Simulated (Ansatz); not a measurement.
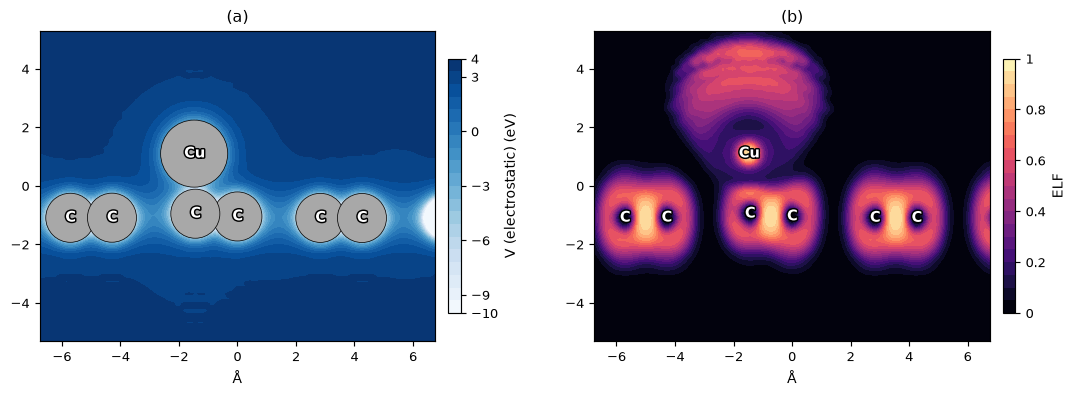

Figure 1: CuC₁₈ (slab). (a) electrostatic potential (local pseudopotential plus Hartree) felt by an electron; (b) electron localisation function on the (110) plane of the calculation cell, a cut from vacuum to vacuum. Grey discs cover the atomic cores in the potential map.

Spin-polarised.

The calculation used DFT PBE, scalar-relativistic, plane waves, PAW in Ansatz 0.2.0.

**What does the map show?**

- The plane passes through C and Cu nuclei.
- C–C (1.44 Å): the ELF peaks at about 0.95 between the atoms; localised, covalent bonding.
- Cu–C (2.05 Å): the ELF peaks at about 0.70 in the valence shell of C, 0.7 Å from its nucleus, and is about 0.30 at the midpoint.
- The features right at Cu lie inside the PAW spheres, where the map follows smoothed inner orbitals and isn't to be read closely.
- Outside the cores the potential energy rises away from the atoms and is highest in the vacuum; its zero is arbitrary.
